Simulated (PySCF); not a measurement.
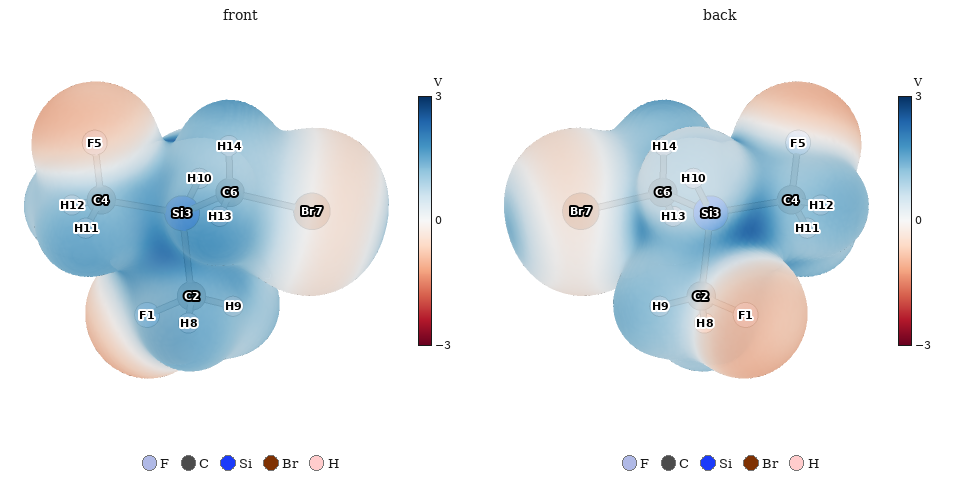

*C3H7BrF2Si. The electrostatic potential painted on the density surface at 0.004 e/bohr³, seen from the front and from behind; red is negative and blue positive.*

Geometry: GFN2-xTB.

All numbers below come from B3LYP/def2-SVPD, SCF density, gas phase (PySCF).

| atom | x (Å) | y (Å) | z (Å) |
| --- | --- | --- | --- |
| F | 1.7777 | 1.9779 | -0.0216 |
| C | 0.4749 | 1.6821 | 0.3278 |
| Si | -0.0567 | 0.0511 | -0.5350 |
| C | 1.3272 | -1.2439 | -0.2420 |
| F | 0.8963 | -2.4858 | -0.6663 |
| C | -1.6510 | -0.5800 | 0.3062 |
| Br | -3.0357 | 0.7880 | 0.1302 |
| H | 0.4570 | 1.6252 | 1.4206 |
| H | -0.1309 | 2.5373 | 0.0200 |
| H | -0.3033 | 0.2624 | -1.9636 |
| H | 1.6054 | -1.3586 | 0.8099 |
| H | 2.2295 | -1.0137 | -0.8114 |
| H | -1.5472 | -0.7683 | 1.3725 |
| H | -2.0439 | -1.4741 | -0.1695 |

Which sites attract a positive test charge, and which a negative one?

Answer. A positive charge is drawn to the negative regions and a negative charge to the positive ones. The most negative region (about −0.9 V) lies over F1 and F5, the most positive (about +2.2 V) over Si3. Br7 shows a σ-hole: about +1.3 V at the tip opposite its bond, against about −0.2 V on its flanks.

How polar is the molecule by this calculation?

Answer. Its dipole moment is 1.15 D.
